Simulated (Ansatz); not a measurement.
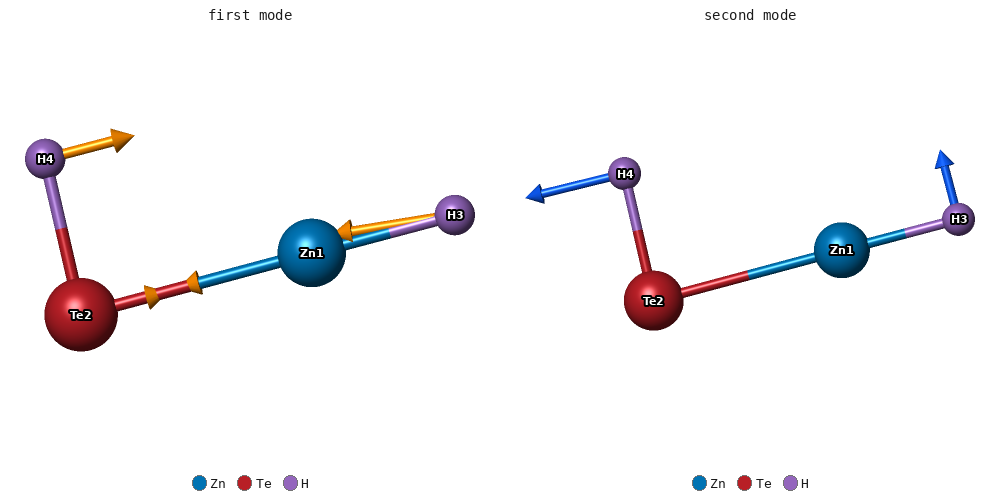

The system is H2TeZn, SMILES [ZnH][TeH]; the picture shows the reference structure; its two panels give the patterns of the first and the second mode as arrows. The first coordinate is: normal mode 1 (239 cm⁻¹); the second: normal mode 4 (496 cm⁻¹). Nothing is relaxed (straight displacements along the two mass-weighted modes). The scan uses a 15 × 15 grid. Points are written as (first, second). Energies: cm⁻¹, counted from the lowest grid point. All numbers below come from RKS PBE0-D4/def2-TZVP (Ansatz).

Its coordinates:

```csv
atom,x (Å),y (Å),z (Å)
Zn,0.2054,-0.7275,0.5620
Te,0.0985,1.6902,-0.0160
H,0.2735,-2.2245,0.9242
H,-0.5774,1.2617,-1.4703
```

Range: normal mode 1 (239 cm⁻¹) from −1.690 to 1.690 amu½·Å; normal mode 4 (496 cm⁻¹) from −0.550 to 0.550 amu½·Å.

### What landscape does the calculation give?

The lowest grid point is at (0.000 amu½·Å, 0.000 amu½·Å). No other kind of well shows on this grid. The highest grid point, (1.690 amu½·Å, 0.550 amu½·Å), lies 4744 cm⁻¹ above the lowest.

| normal mode 4 (496 cm⁻¹) ↓, normal mode 1 (239 cm⁻¹) → | −1.690 | −1.449 | −1.207 | −0.966 | −0.724 | −0.483 | −0.241 | 0.000 | 0.241 | 0.483 | 0.724 | 0.966 | 1.207 | 1.449 | 1.690 |
| --- | --- | --- | --- | --- | --- | --- | --- | --- | --- | --- | --- | --- | --- | --- | --- |
| 0.550 | 3122 | 2699 | 2319 | 1988 | 1715 | 1507 | 1376 | 1331 | 1386 | 1555 | 1853 | 2299 | 2914 | 3720 | 4744 |
| 0.471 | 2735 | 2311 | 1930 | 1599 | 1325 | 1116 | 984 | 939 | 993 | 1161 | 1459 | 1905 | 2519 | 3324 | 4347 |
| 0.393 | 2428 | 2004 | 1622 | 1290 | 1015 | 806 | 673 | 628 | 681 | 849 | 1146 | 1591 | 2204 | 3008 | 4030 |
| 0.314 | 2191 | 1767 | 1385 | 1052 | 777 | 567 | 434 | 388 | 441 | 608 | 904 | 1348 | 1960 | 2764 | 3784 |
| 0.236 | 2017 | 1592 | 1210 | 877 | 602 | 392 | 258 | 211 | 264 | 430 | 726 | 1169 | 1780 | 2582 | 3601 |
| 0.157 | 1898 | 1473 | 1091 | 758 | 482 | 273 | 139 | 92 | 144 | 309 | 604 | 1046 | 1656 | 2456 | 3473 |
| 0.079 | 1828 | 1403 | 1021 | 689 | 413 | 204 | 70 | 22 | 74 | 239 | 533 | 974 | 1583 | 2381 | 3396 |
| 0.000 | 1802 | 1379 | 998 | 665 | 390 | 181 | 47 | 0 | 52 | 216 | 509 | 949 | 1556 | 2353 | 3365 |
| −0.079 | 1820 | 1397 | 1017 | 686 | 412 | 203 | 70 | 23 | 74 | 239 | 531 | 970 | 1576 | 2370 | 3380 |
| −0.157 | 1880 | 1459 | 1081 | 751 | 478 | 270 | 138 | 91 | 143 | 307 | 599 | 1037 | 1641 | 2433 | 3440 |
| −0.236 | 1986 | 1567 | 1191 | 863 | 591 | 385 | 253 | 207 | 259 | 423 | 715 | 1151 | 1754 | 2544 | 3548 |
| −0.314 | 2141 | 1725 | 1351 | 1025 | 756 | 551 | 420 | 375 | 428 | 592 | 882 | 1318 | 1919 | 2706 | 3706 |
| −0.393 | 2352 | 1938 | 1567 | 1243 | 976 | 773 | 644 | 600 | 653 | 817 | 1107 | 1541 | 2140 | 2924 | 3921 |
| −0.471 | 2622 | 2212 | 1844 | 1523 | 1258 | 1056 | 929 | 886 | 939 | 1103 | 1392 | 1825 | 2421 | 3203 | 4196 |
| −0.550 | 2961 | 2554 | 2188 | 1870 | 1607 | 1408 | 1281 | 1239 | 1293 | 1456 | 1744 | 2175 | 2769 | 3547 | 4536 |

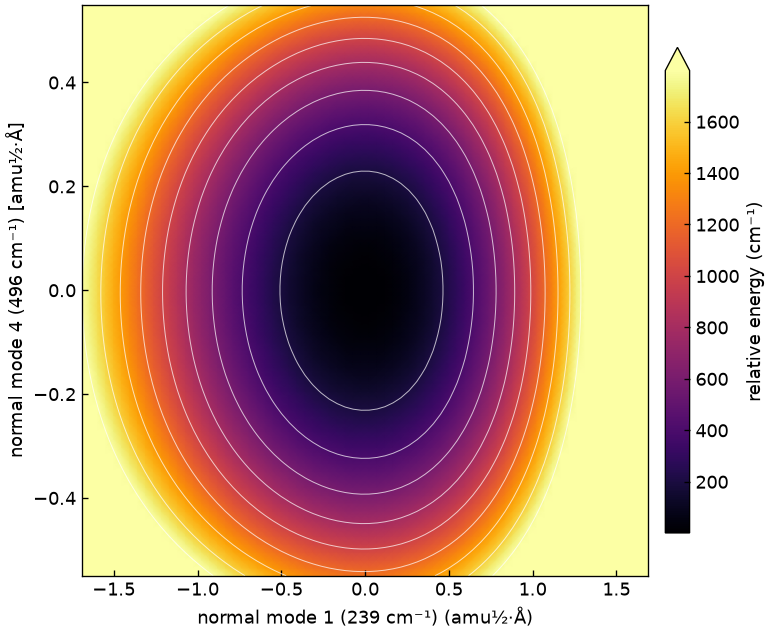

In the figure: a smooth colour map with a few white contour lines, one colour for all values above the top of the scale. Between grid points the surface is interpolated.

Each point was launched as `ansatz run input.yaml --threads 1 --pin off --max-ram 2560MiB --backend cpu --events-out ev --progress --plain --runs-dir out`. The whole map (225 points run) took 34 min on 1 thread of Arm Neoverse N1, with other jobs on the host.
